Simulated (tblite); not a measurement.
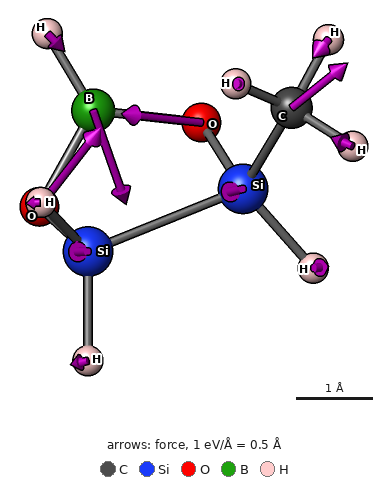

Starting geometry of CH7BO2Si2 with the computed forces as purple arrows. The picture is a ball-and-stick view, seen at a tilt.

Method: tblite 0.8.0, GFN2-xTB geometry optimisation, gas phase. 

What follows when this structure is relaxed?

Answer. It isn't relaxed: the largest force vector, on an O atom, is 3.32 eV/Å. The final displacements follow the starting forces only in part (cosine between the two patterns 0.38). The atom that moves furthest after the best rigid fit is an H atom (0.92 Å). By element the largest moves are H 0.92 Å, O 0.55 Å, C 0.21 Å, Si 0.17 Å, B 0.11 Å. Some distances before and after: B–O 1.471 → 1.348 Å, O–Si 1.726 → 1.655 Å, Si–Si 2.262 → 2.324 Å, C–Si 1.852 → 1.900 Å. Bond angles that change, for instance: B–O–Si 101.9° → 120.9°, Si–O–B 106.6° → 120.6°, O–Si–H 112.7° → 102.6°. Groups turn about B–O by about 60°, B–O by about 55°, O–Si by about 35°. After 86 geometry steps the energy has fallen by 36.5 kcal/mol. The run took 0.85 s on 1 thread of Arm Neoverse N1, on a shared host.
